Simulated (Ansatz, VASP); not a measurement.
# GaPt2F: VASP beside Ansatz

Aim: how closely do two programs agree when they are given the same cell, functional and k mesh? The cell is invented: other elements were put on sites of a known structure type. It may not be a known or stable phase. The cell is taken from a series of runs on this material, whose earlier steps may have relaxed or scaled it; both programs get it as it stands.

Main program and level: Ansatz 0.2.0; plane waves, with VASP 6.6.1 beside it; single point at PBE.

### Step 1. Starting point

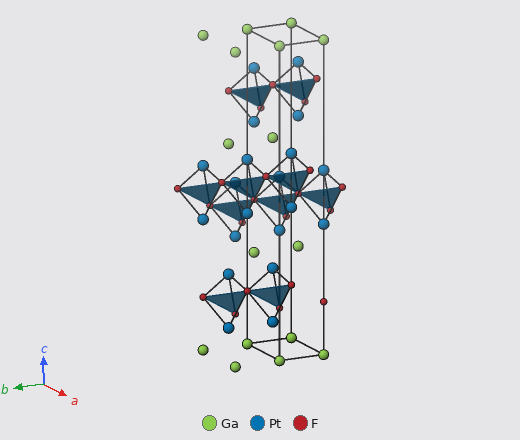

Start, viewed from a free direction; gallium green, platinum blue, fluorine red. 1×2×1 cells are drawn. This picture shows the conventional cell, with its axes. Bonds to atoms that aren't drawn are left out. Some periodic images of atoms are drawn too.

### Step 2. Ansatz: single point, PBE

Ansatz runs on its default PAW (the set named soft_2) files.

With cell and atoms fixed, the geometry can't cause a difference; cores, projectors, grids and the points listed under the comparison can.

input.yaml reads:

```yaml
crystal:
  lattice:
    - [1.4516498437, 0.8381104294, 7.814527439]
    - [-1.4516498437, 0.8381104294, 7.814527439]
    - [0.0, -1.6762208587, 7.814527439]
  atoms:
    - { symbol: Ga, position: [0.0005163711, 0.0005163711, 0.0005163711] }
    - { symbol: Pt, position: [0.4148312019, 0.4148312019, 0.4148312019] }
    - { symbol: Pt, position: [0.5856004394, 0.5856004394, 0.5856004394] }
    - { symbol: F, position: [0.8323519975, 0.8323519975, 0.8323519975] }
hamiltonian:
  xc: pbe
  pseudopotentials: { kind: paw }
kpoints:
  mp_grid: { grid: [8, 8, 8] }
scf:
  occupations: { method: fermi_dirac, width: 0.05 }
  n_extra_bands: 5
output:
  forces: true
  stress: true
  eigenvalues: true
  write_density: true
  write_potential: true
  elf: true
  volumetric_format: npy
```

Started as:

```console
> ansatz run input.yaml --threads 2 --pin off --max-ram 4608MiB --backend cpu --events-out ev --progress --plain --runs-dir out
```

Numbers of over 12 decimals in the logs are rounded to 6 here.

Log:

```text
basis.fft_grid_basis auto: the FFT boxes are laid along the combinations [[1, -1, 0], [0, 1, 0], [0, -1, 1]] of the cell's own vectors, 2.903, 7.992 and 2.903 Å long. The dense box has 20×54×20 points. Along the cell's own vectors, as sized, it would have 54×54×54, 7.29 times as many. Of the 6 symmetry operations that the crystal satisfies within crystal.symmetry.tolerance (time reversal apart; of a slab, those that  [...]
scf.n_extra_bands = 5 over 28 filled bands (N_el = 56.0): the run solves 33 bands
Engine: ansatz 0.2.0, aarch64-unknown-linux-gnu
Pseudopotentials: kind: paw
Pseudopotential: Ga, paw, valence charge 13, recommended cutoff 420 eV (normal), Ga.paw.azcp
Pseudopotential: Pt, paw, valence charge 18, recommended cutoff 420 eV (normal), Pt.paw.azcp
Pseudopotential: F, paw, valence charge 7, recommended cutoff 420 eV (normal), F.paw.azcp
Functional definition: PBE
  parameter kappa = 0.804
  parameter beta = 0.066725
  exchange = pbe_x(kappa = kappa, mu = beta*pi^2/3)
  correlation = pbe_c(beta = beta)
Crystal: 4 atoms, lattice volume = 57.045 Å³
Basis set: ecut = 420 eV, 1119 PW (Γ), FFT grids on a1−a2, a2, −a2+a3, exchange–correlation on 40×108×40 points (8 copies of the dense FFT grid, shifted against one another)
Bands: 33, of which v1, the nominal top of the filled ones, is band 28 counted from 1 (27 counted from 0)
Symmetry: 6 space group operations
Space group: R3m (ITA 160), of the structure as read, at distance tolerance 3.8e-5 Å
k-points: 65 of 512 (time reversal used)
Non-local potential: Ga, projectors of the file, l = 0: 2, l = 1: 2, l = 2: 3, l = 3: 1
Non-local potential: Pt, projectors of the file, l = 0: 3, l = 1: 2, l = 2: 2, l = 3: 1
Non-local potential: F, projectors of the file, l = 0: 2, l = 1: 2, l = 2: 1
PAW form: soft (Blöchl's): semilocal exchange-correlation on the pseudo side does not see the compensation charge
PAW one-centre angular grid: Ga, 590 points (default); XC on 64 Gauss nodes
PAW one-centre angular grid: Pt, 590 points (default); XC on 64 Gauss nodes
PAW one-centre angular grid: F, 110 points (default); XC on 64 Gauss nodes
Initial density: superposition of atomic densities (neutral atoms: chi_scale 0, normalization atom), corrected by the library's trained network
Initial wavefunctions: pseudopotential atomic-orbital guess
Functional: x = pbe(κ = 0.804, μ = 0.219515), c = pbe(β = 0.066725)
SCF iter   1: F=—  HF=-29636.815444 eV  |F-HF|=—  |Δ(HF+E_count)|=         —  Δρ=6.43e-3  dr2=2.62e-2  ethr=1.77e-3  ⟨swp⟩=6.3  Hψ=8117  notcnv=0
preconditioner: auto → LDOS  [metal: Δε(μ)=0.020 eV  Ē_g=11.686 eV  σ=0.050 eV  W_gap=0.10  n_scr=24 (ndim 8)  ℏωp=31.1 eV  f_vac=0.012  D(μ)=2.12/eV (n_scr^D=18)  β→1.0]
SCF iter   2: F=—  HF=-29636.814953 eV  |F-HF|=—  |Δ(HF+E_count)|=   4.90e-4  Δρ=2.42e-3  dr2=3.05e-3  ethr=4.67e-5  ⟨swp⟩=2.0  Hψ=4038  notcnv=0  defer=13
SCF iter   3: F=—  HF=-29636.814543 eV  |F-HF|=—  |Δ(HF+E_count)|=   4.10e-4  Δρ=1.14e-3  dr2=9.49e-4  ethr=5.44e-6  ⟨swp⟩=2.0  Hψ=3914  notcnv=0  defer=13
SCF iter   4: F=—  HF=-29636.814161 eV  |F-HF|=—  |Δ(HF+E_count)|=   3.82e-4  Δρ=3.16e-4  dr2=8.20e-5  ethr=1.69e-6  ⟨swp⟩=2.0  Hψ=3341  notcnv=0  defer=13
SCF iter   5: F=—  HF=-29636.814148 eV  |F-HF|=—  |Δ(HF+E_count)|=   1.37e-5  Δρ=7.82e-5  dr2=3.12e-6  ethr=1.46e-7  ⟨swp⟩=2.0  Hψ=2853  notcnv=0  defer=13
SCF iter   6: F=—  HF=-29636.814147 eV  |F-HF|=—  |Δ(HF+E_count)|=   2.89e-7  Δρ=2.06e-5  dr2=2.78e-7  ethr=5.56e-9  ⟨swp⟩=2.0  Hψ=3342  notcnv=0  defer=13
SCF iter   7: F=-29636.814147 eV  HF=-29636.814147 eV  |F-HF|=4.27e-8  |Δ(HF+E_count)|=   5.64e-9  Δρ=7.16e-6  dr2=5.52e-8  ethr=1.79e-10  ⟨swp⟩=10.4  Hψ=15508  notcnv=0
SCF 1 converged in 7 iterations: F = -29636.814147 eV  dr2 = 5.52e-8
  greatest PAW one-centre occupation: 1.000 electrons in one spin orbital (limit 2), on the Pt atom at site 2 (counted from 0), in its partial waves of l = 0
SCF converged after 7 iterations
Free energy (F): -29636.814147 eV
Harris-Foulkes:  -29636.814147 eV  (|F-HF|=4.27e-8)
Internal energy: -29636.798628 eV  (E = F + TS)
E sigma→0 (E₀):  -29636.806388 eV
Entropy (-TS):   -0.015519 eV (-3.880 meV/atom)
Fermi energy:    15.631396 eV
--- Per-component energies (eV) ---
  E_band       = -430.356437
  E_kinetic    = 1597.405301
  E_local      = -5880.488477  (includes V_loc(G=0)·N_el)
  E_nonlocal   = 901.531791
  E_hartree    = 2386.726566
  E_xc         = -671.250242
  E_vxc        = -764.422045  (∫ρ·V_xc dr)
  E_paw        = -21099.513190  (= ΣΔE_a)
  E_vpaw       = -1057.840724  (= ΣTr[D̂ρ^β])
  E_aug_tail   = 0.002348  (compensation charges beyond the density's cutoff)
  E_ewald      = -6871.212725
  E_smearing   = -0.015519  (= −TS)
  E_closure    = -0.000000  (closes the sum)
  Σ components = -29636.814147   (vs F -29636.814147, Δ=0.00e0)
--- Forces (eV/Å), atoms counted from 1 ---
  atom   1  Ga    -0.00000000    -0.00000000    -0.04952787
  atom   2  Pt     0.00000000     0.00000000     0.00476252
  atom   3  Pt     0.00000000     0.00000000     0.07459246
  atom   4  F      0.00000000    -0.00000000    -0.02998474
  max |Σ_I F_I| component: 1.58e-4 eV/Å
--- Stress (GPa, compression-positive) ---
        1.290688       0.000000      -0.000000
        0.000000       1.290688      -0.000000
       -0.000000      -0.000000      -0.243492
  P = ⅓ Tr σ = 0.7793 GPa (7.793 kbar)
--- Band table (eV; the first three rows and the last of 65) ---
  k-point 0: bands = [... 24 lower, 13.4623, 14.3286, 14.3286, 14.5208, 14.5208, 16.0133, 21.0143, 25.8147, ... 1 higher]
  k-point 1: bands = [... 24 lower, 13.4632, 13.9106, 14.1880, 14.5675, 14.6304, 16.8626, 21.3684, 24.9051, ... 1 higher]
  k-point 2: bands = [... 24 lower, 13.6869, 13.9684, 14.0609, 14.6496, 15.0048, 18.0553, 21.0131, 22.5902, ... 1 higher]
  k-point 64: bands = [... 24 lower, 13.4462, 14.2595, 14.2595, 14.5758, 14.5758, 18.1094, 18.6746, 27.6306, ... 1 higher]
```

The run ends at a pressure of 0.78 GPa, with forces up to 0.075 eV/Å.

### Step 3. VASP: single point, PBE

The same cell, functional, mesh and smearing now go to VASP, with its own data sets and cutoff.

Lines of VASP's logs that name or quote its potential files are left out, and so is its time.

INCAR reads:

```
SYSTEM = GaPt2F
PREC = Accurate
ENCUT = 520
EDIFF = 1E-06
NELM = 100
ISMEAR = -1
SIGMA = 0.05
LREAL = .FALSE.
ALGO = Normal
GGA = PE
NBANDS = 26
LASPH = .TRUE.
LORBIT = 11
LWAVE = .FALSE.
LCHARG = .FALSE.
KPAR = 2
ISIF = 2
```

POSCAR reads:

```
GaPt2F
1.0
    1.4516498437      0.8381104294      7.8145274390
   -1.4516498437      0.8381104294      7.8145274390
    0.0000000000     -1.6762208587      7.8145274390
Ga Pt F
1 2 1
Direct
    0.0005163711      0.0005163711      0.0005163711
    0.4148312019      0.4148312019      0.4148312019
    0.5856004394      0.5856004394      0.5856004394
    0.8323519975      0.8323519975      0.8323519975
```

KPOINTS reads:

```
Automatic mesh
0
Gamma
8 8 8
0 0 0
```

PAW data sets: Ga_d, Pt and F (PBE family, release 64).

Started as:

```console
> mpirun -np 2 vasp_std
```

Log:

```text
[banner, memory and clock lines left out]
running    2 mpi-ranks, on    1 nodes
 distrk:  each k-point on    1 cores,    2 groups
 distr:  one band on    1 cores,    1 groups

 POSCAR found type information on POSCAR GaPtF
 POSCAR found :  3 types and       4 ions
 LDA part: xc-table for (Slater+PW92), standard interpolation
 POSCAR, INCAR and KPOINTS ok, starting setup
 FFT: planning ... GRIDC
 FFT: planning ... GRID_SOFT
 FFT: planning ... GRID
 WAVECAR not read
 entering main loop
       N       E                     dE             d eps       ncg     rms          rms(c)
DAV:   1     0.341693664892E+03    0.34169E+03   -0.20656E+04  3806   0.229E+03
DAV:   2     0.123182741250E+02   -0.32938E+03   -0.31507E+03  3800   0.506E+02
DAV:   3    -0.205014866262E+02   -0.32820E+02   -0.32104E+02  3806   0.130E+02
DAV:   4    -0.214154634983E+02   -0.91398E+00   -0.90991E+00  3914   0.225E+01
DAV:   5    -0.214333411688E+02   -0.17878E-01   -0.17870E-01  4096   0.300E+00    0.139E+01
DAV:   6    -0.193733808640E+02    0.20600E+01   -0.10015E+01  3586   0.249E+01    0.837E+00
DAV:   7    -0.191577910135E+02    0.21559E+00   -0.15601E+00  3828   0.126E+01    0.422E+00
DAV:   8    -0.191197191014E+02    0.38072E-01   -0.43221E-01  4174   0.544E+00    0.164E+00
DAV:   9    -0.191059093349E+02    0.13810E-01   -0.26387E-01  3754   0.304E+00    0.958E-01
DAV:  10    -0.191013094605E+02    0.45999E-02   -0.22173E-02  4058   0.123E+00    0.313E-01
DAV:  11    -0.191006185531E+02    0.69091E-03   -0.60039E-03  4162   0.801E-01    0.116E-01
DAV:  12    -0.191004324643E+02    0.18609E-03   -0.87865E-04  3926   0.279E-01    0.293E-02
DAV:  13    -0.191004366578E+02   -0.41935E-05   -0.11307E-04  3660   0.747E-02    0.116E-02
DAV:  14    -0.191004385555E+02   -0.18976E-05   -0.21539E-05  3802   0.402E-02    0.116E-02
DAV:  15    -0.191004371066E+02    0.14489E-05   -0.32508E-06  3162   0.163E-02    0.505E-03
DAV:  16    -0.191004368429E+02    0.26367E-06   -0.39689E-06  3406   0.142E-02
   1 F= -.19100437E+02 E0= -.19092677E+02  d E =-.155198E-01
```

OUTCAR, selected parts (step 3):

```text
ion  position               nearest neighbor table
   1  0.001  0.001  0.001-   2 2.53   2 2.53   2 2.53   3 2.54   3 2.54   3 2.54
   2  0.415  0.415  0.415-   1 2.53   1 2.53   1 2.53   4 2.59   4 2.59   4 2.59
   3  0.586  0.586  0.586-   1 2.54   1 2.54   1 2.54   4 2.63   4 2.63   4 2.63
   4  0.832  0.832  0.832-   2 2.59   2 2.59   2 2.59   3 2.63   3 2.63   3 2.63

  LATTYP: Found a trigonal (rhomboedric) cell.
 ALAT       =     7.9922809920
 COS(alpha) =     0.9340200091

 Subroutine GETGRP returns: Found  6 space group operations
 (whereof  6 operations were pure point group operations)

The static configuration has the point symmetry C_3v.

 Found     65 irreducible k-points:

   k-points           NKPTS =     65   k-points in BZ     NKDIM =     65   number of bands    NBANDS=     26

   dimension x,y,z NGX =    60 NGY =   60 NGZ =   60
   dimension x,y,z NGXF=   120 NGYF=  120 NGZF=  120

   ENCUT  =  520.0 eV  38.22 Ry    6.18 a.u.  14.86 14.86 14.86*2*pi/ulx,y,z

   NELECT =      40.0000    total number of electrons

 k-points in reciprocal lattice and weights: Automatic mesh
   0.00000000  0.00000000  0.00000000       0.002
   0.12500000  0.00000000  0.00000000       0.012
   0.25000000  0.00000000  0.00000000       0.012
   0.37500000  0.00000000  0.00000000       0.012
   0.50000000  0.00000000  0.00000000       0.006
   0.12500000  0.12500000  0.00000000       0.012
   0.25000000  0.12500000  0.00000000       0.023
   0.37500000  0.12500000  0.00000000       0.023
   0.50000000  0.12500000  0.00000000       0.023
[...]
-0.37500000  0.50000000  0.37500000       0.012
   0.50000000  0.50000000  0.50000000       0.002

 average (electrostatic) potential at core
       1 -62.9946       2 -66.3464       3 -66.3347       4 -70.9649

 E-fermi :   7.3787

 k-point     1 :       0.0000    0.0000    0.0000
  band No.  band energies     occupation
    ...
     17       5.2289      2.00000
     18       6.0759      2.00000
     19       6.0759      2.00000
     20       6.2753      2.00000
     21       6.2753      2.00000
     22       7.7723      0.00076
     23      12.7802      0.00000
     24      17.5771      0.00000
     25      19.3654      0.00000
     26      19.3654      0.00000

 k-point     2 :       0.1250    0.0000    0.0000
  band No.  band energies     occupation
    ...
     17       5.2241      2.00000
     18       5.6639      2.00000
     19       5.9362      2.00000
     20       6.3221      2.00000
     21       6.3789      2.00000
     22       8.6208      0.00000
     23      13.1332      0.00000
     24      16.6570      0.00000
     25      17.9685      0.00000
     26      18.3395      0.00000

 k-point     3 :       0.2500    0.0000    0.0000
  band No.  band energies     occupation
    ...
     17       5.4381      2.00000
     18       5.7186      2.00000
     19       5.8109      2.00000
     20       6.4051      2.00000
     21       6.7547      1.99999
     22       9.8129      0.00000
     23      12.7601      0.00000
     24      14.3510      0.00000
     25      16.7541      0.00000
     26      18.8155      0.00000

  Total        0.4308174      0.4308174     -0.0908453      0.0000000     -0.0000000      0.0000000
  in kB       12.1000382     12.1000382     -2.5515021      0.0000000     -0.0000000      0.0000000
  external PRESSURE =       7.2161914 kB  Pullay stress =       0.0000000 kB

  energy-cutoff  :      520.00
  volume of cell :       57.04
      direct lattice vectors                 reciprocal lattice vectors
     1.451649844  0.838110429  7.814527439     0.344435679  0.198860032  0.042655597
    -1.451649844  0.838110429  7.814527439    -0.344435679  0.198860032  0.042655597
     0.000000000 -1.676220859  7.814527439     0.000000000 -0.397720064  0.042655597

 POSITION                                       TOTAL-FORCE (eV/Angst)
 -----------------------------------------------------------------------------------
      0.00000      0.00000      0.01211         0.000000     -0.000000     -0.051477
      0.00000      0.00000      9.72513         0.000000      0.000000      0.047005
      0.00000      0.00000     13.72857         0.000000      0.000000      0.034191
      0.00000      0.00000     19.51331         0.000000     -0.000000     -0.029719
 -----------------------------------------------------------------------------------
    total drift:                               -0.000000     -0.000000      0.000483

  FREE ENERGIE OF THE ION-ELECTRON SYSTEM (eV)
  ---------------------------------------------------
  free  energy   TOTEN  =       -19.1004368429 eV

  energy  without entropy=      -19.0849170194  energy(sigma->0) =      -19.09267693

 total charge
# of ion       s       p       d       tot
------------------------------------------
    1        0.834   0.821  10.092  11.747
    2        0.586   0.432   8.127   9.145
    3        0.590   0.427   8.118   9.134
    4        1.752   4.251   0.000   6.003
--------------------------------------------------
tot          3.761   5.931  26.337  36.029

[... 3 further parts left out ...]
```

The run ends at a pressure of 0.72 GPa, with forces up to 0.051 eV/Å.

### Step 4. Side by side

Known differences besides the PAW data sets themselves: the data sets hold 56 valence electrons in Ansatz (default PAW (the set named soft_2) files) and 40 in VASP; the cutoff is 420 eV in Ansatz and 520 eV in VASP. Total energies have different zeros and are not compared.

The two programs side by side:

```
      quantity  Ansatz  VASP  difference
pressure (GPa)    0.78  0.72       +0.06
```

Forces (eV/Å; atoms numbered as in POSCAR):

```
atom        Ansatz x, y, z          VASP x, y, z
 Ga1  0.000, 0.000, -0.050  0.000, 0.000, -0.051
 Pt2   0.000, 0.000, 0.005   0.000, 0.000, 0.047
 Pt3   0.000, 0.000, 0.075   0.000, 0.000, 0.034
  F4  0.000, 0.000, -0.030  0.000, 0.000, -0.030
```

The forces differ by 17 meV/Å r.m.s., which is 70.3 % of the r.m.s. force of 0.02 eV/Å (both taken over all components). Ansatz's pressure holds a Pulay correction of 0.28 GPa; VASP's holds none.

### Step 5. Further runs

The difference is large enough to ask for its cause, so further runs change the set-up of one program at a time, as the table lists.

```
                                                                      run  r.m.s. force difference (meV/Å)
                                                                 as above                               17
VASP with the data sets Ga_d_GW, Pt_sv_GW and F_GW and a cutoff of 790 eV                               12
```

### Step 6. Results

| Property | Result |
| --- | --- |
| r.m.s. force difference (single point, PBE) | 17 meV/Å |

What this shows: The r.m.s. force difference is 17 meV/Å (single point, PBE), beyond the 12 meV/Å picked in this series as the mark of a large difference. For single point, PBE: VASP with the data sets Ga_d_GW, Pt_sv_GW and F_GW and a cutoff of 790 eV cuts the r.m.s. force difference from 17 to 12 meV/Å; whether that points to the cause isn't shown. How closely two codes agree says nothing of how well the functional describes the real material.

[Lines on the potential files, build, host, timing and source positions are cut from VASP's logs without a mark.]

[Logs are printed without paths, hosts, clocks, repeated set-up lines and the standing remarks that a program may print on its own settings, such as how far it seeks lower states.]

[Hosts, paths, dates, database ids (printed as entryN), source tags and the programs' standing remarks are cut or masked in the printed files.]
